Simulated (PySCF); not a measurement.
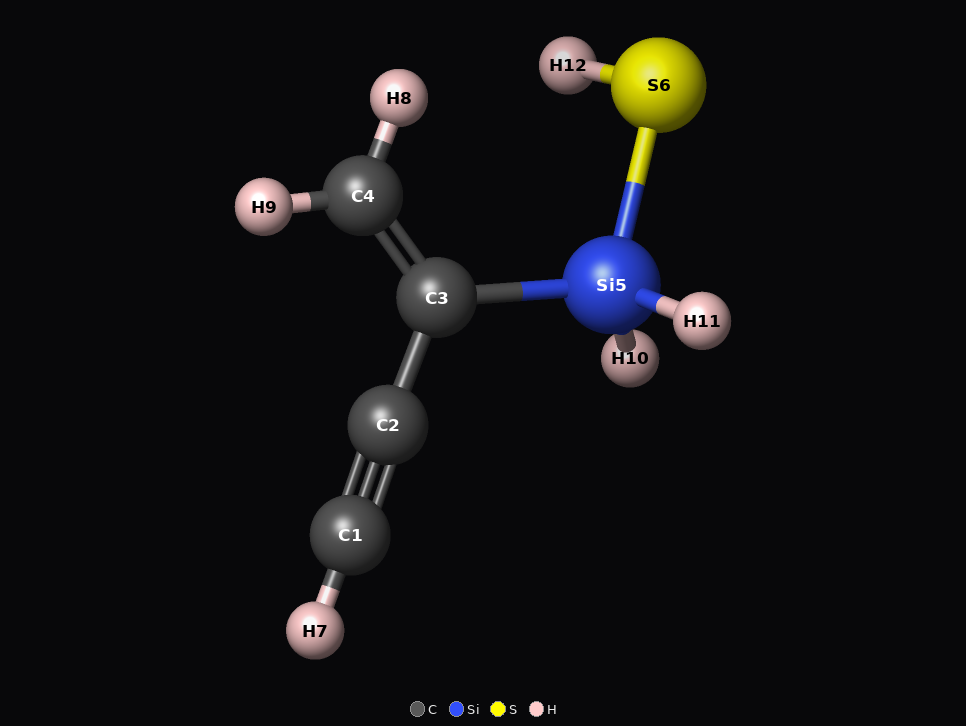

Computed geometry: GFN2-xTB optimisation. No frequency run is at hand to confirm it as a minimum. Level of theory: delta-SCF UKS SCAN, pcX-2 on the ionised atom, pcseg-1 elsewhere, spin-free X2C (PySCF 2.14.0).

Give the core-electron binding energies (to vacuum; p and d levels without spin–orbit splitting) of C1 1s, C2 1s, C3 1s, C4 1s, Si5 1s, Si5 2p, S6 1s, S6 2p.

```csv
atom,level,binding energy (eV)
C1,1s,290.1
C2,1s,290.8
C3,1s,291.0
C4,1s,290.3
Si5,1s,1847.0
Si5,2p,107.4
S6,1s,2477.0
S6,2p,169.7
```

The geometry is semi-empirical. Around Si such bond lengths and angles can be off by a tenth of an ångström or more and by several degrees, and values that hang on the shape move with them.
